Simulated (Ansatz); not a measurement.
# C₂H₆O₂W (SMILES [CH3][W]([CH3])(=[O])=[O]): what the fields show

Input

```
crystal:
  periodic: [false, false, false]
  atoms:
    - {symbol: C, position_ang: [0.140163, 0.471058, -0.045273]}
    - {symbol: C, position_ang: [3.134019, -1.328156, 0.348179]}
    - {symbol: O, position_ang: [0.338427, -2.621931, 0.001979]}
    - {symbol: O, position_ang: [1.407767, -1.330430, -2.226578]}
    - {symbol: W, position_ang: [1.222079, -1.269275, -0.535178]}
    - {symbol: H, position_ang: [0.005116, 0.527384, 1.049323]}
    - {symbol: H, position_ang: [0.693248, 1.361960, -0.391447]}
    - {symbol: H, position_ang: [-0.857660, 0.486447, -0.512495]}
    - {symbol: H, position_ang: [3.726624, -0.460805, 0.007640]}
    - {symbol: H, position_ang: [3.035966, -1.294465, 1.447612]}
    - {symbol: H, position_ang: [3.687270, -2.243522, 0.083364]}
basis:
  gaussian: {orbitals: def2-TZVPD}
hamiltonian: {xc: pbe0}
output: {forces: true, orbitals: {seedname: orbitals}}
```

Run with:

```sh
ansatz run input.yaml --threads 2 --pin off --max-ram 5220MiB --events-out events.jsonl --progress --plain --runs-dir runs
```

Geometry: PBE0-D4/def2-SVP; core potentials replace the inner electrons of W.

Computed with isolated molecule in a Gaussian basis; Kohn-Sham density functional theory, functional PBE0 (Ansatz).

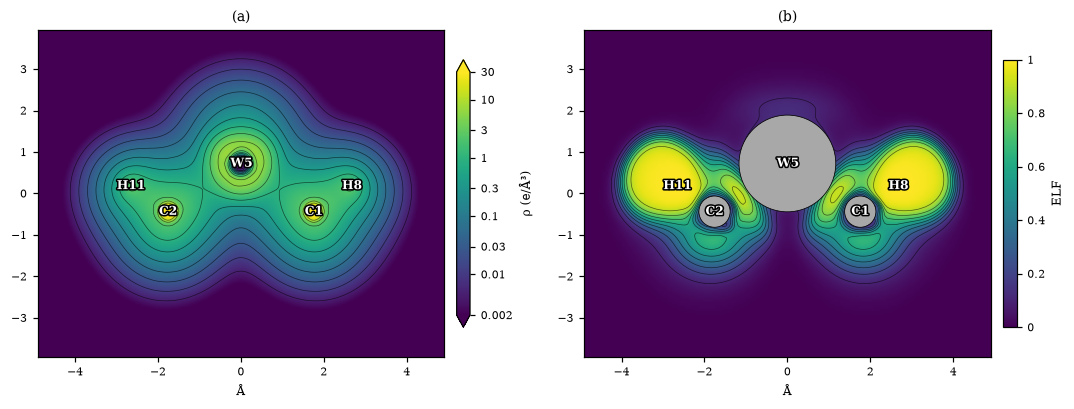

Figure 1. (a) electron density; (b) ELF on the plane of atoms W5, C2 and H11. Grey discs cover the atomic cores in the ELF map.

**What does the map show?**

The plane passes through C, W and H nuclei. C–W (2.11 Å): ρ is about 0.92 e/Å³ halfway; the ELF peaks at about 0.90 in the valence shell of C, 0.7 Å from its nucleus, and is about 0.55 at the midpoint. C–H (1.10 Å): ρ is about 1.9 e/Å³ halfway; the ELF climbs to about 1 towards the hydrogen, as it does in any bond to H: an ordinary covalent bond to hydrogen.

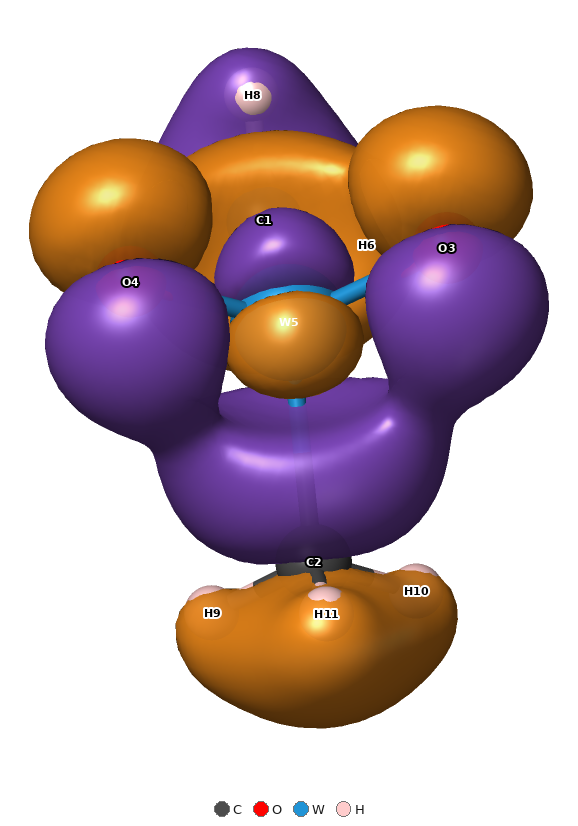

Figure 2. One frontier orbital at ±0.08 Å⁻³ᐟ² (orange and purple are the two phases), seen at an oblique angle.

**Which orbital is it: HOMO or LUMO?**

The HOMO, at −8.70 eV. By Hirshfeld shares it lies mainly on W5 (about 20 %), C1 (about 20 %), C2 (about 20 %), O3 (about 15 %) and O4 (about 15 %).

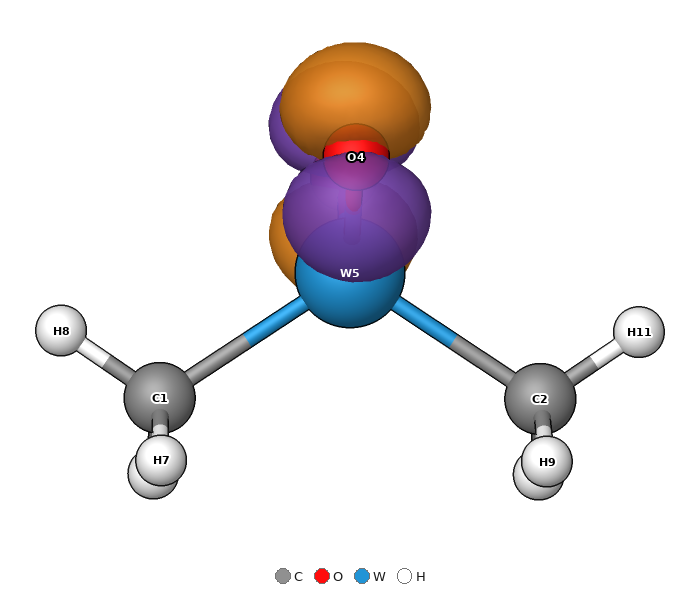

Figure 3. The HOMO−1 at ±0.2 Å⁻³ᐟ² (orange and purple are the two phases), seen across its widest extent.

**What is the character of this orbital?**

Its weight (Hirshfeld) is mainly on O4 (about 45 %) and O3 (about 45 %); largely a combination of lone pairs on O4 and O3. Its energy is −8.82 eV.
